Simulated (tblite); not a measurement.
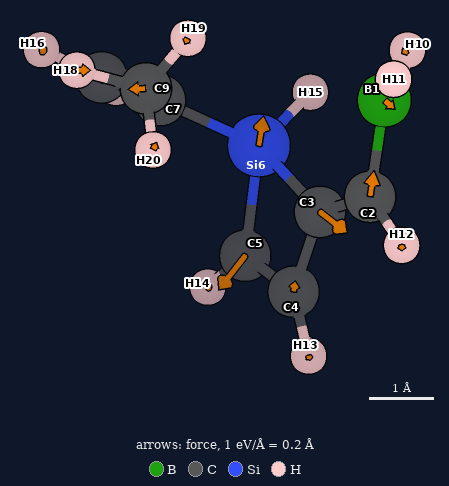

Starting geometry of C$_{7}$H$_{11}$BSi with the computed forces as orange arrows. A ball-and-stick model, seen from a free direction.

Method: tblite 0.8.0, GFN2-xTB geometry optimisation, gas phase. 

Q: What follows when this structure is relaxed?

A: It isn't relaxed: the largest force vector, on a C atom, is 4.72 eV/Å. The final displacements have little in common with the starting forces (cosine between the two patterns 0.09). Over 162 geometry steps the energy falls by 0.981 eV. The atom that moves furthest after the best rigid fit is an H atom (1.28 Å). Largest moves by element: H 1.28 Å, C 0.79 Å, B 0.29 Å, Si 0.27 Å. Among the contacts that change: C–Si 1.799 → 1.915 Å, C–Si 1.821 → 1.886 Å, B–C 1.589 → 1.528 Å, C–H 1.132 → 1.088 Å. Bond angles that change, for instance: C–C–C 95.0° → 104.0°, C–C–H 123.8° → 116.5°, Si–C–H 132.0° → 138.9°. Groups turn about C–Si by about 50°, B–C by about 45°.
